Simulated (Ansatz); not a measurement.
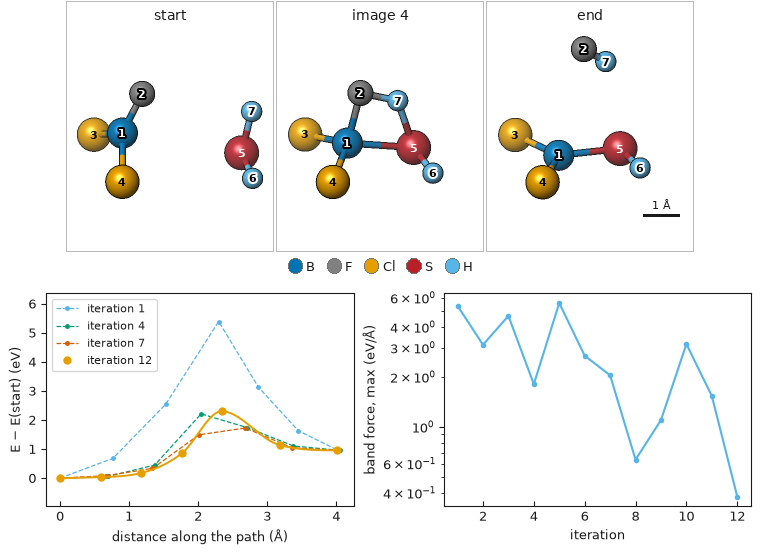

NEB run on BH2SCl2F, made up at the start of BCl₂F and H2S. Images are numbered from 0 (start) to 6 (end). The plot follows the band through its iterations. The picture is a ball-and-stick view, seen from a free direction.

All numbers below come from Ansatz, RHF/def2-SVP. Settings: 5 movable images; climbing image; force threshold 0.5 eV/Å; iteration limit 60; starting path through a guess of the saddle point.

Q: Judge this run.

A: The run met only a loose threshold, so the barrier can't be trusted yet. The band converged in 12 iterations. The largest component of the band force went from 5.4 to 0.38 eV/Å. The climbing image converged on the top of the path. Its curvatures weren't checked. The force threshold is so loose that the height of the top is at best an upper bound. The first iteration put the highest image at 5.39 eV. The energy climbs by 2.30 eV to image 4 and then falls by 1.35 eV, so the end point sits at +0.96 eV.

Limits of the set-up: the start holds two separate molecules, 3.3 Å apart at their closest, whose relative position is a soft coordinate and is computed without a dispersion correction; Hartree-Fock leaves out electron correlation.

The run took 2.1 min on 1 thread of Arm Neoverse V1 (shared host), peak memory 0.18 GiB.
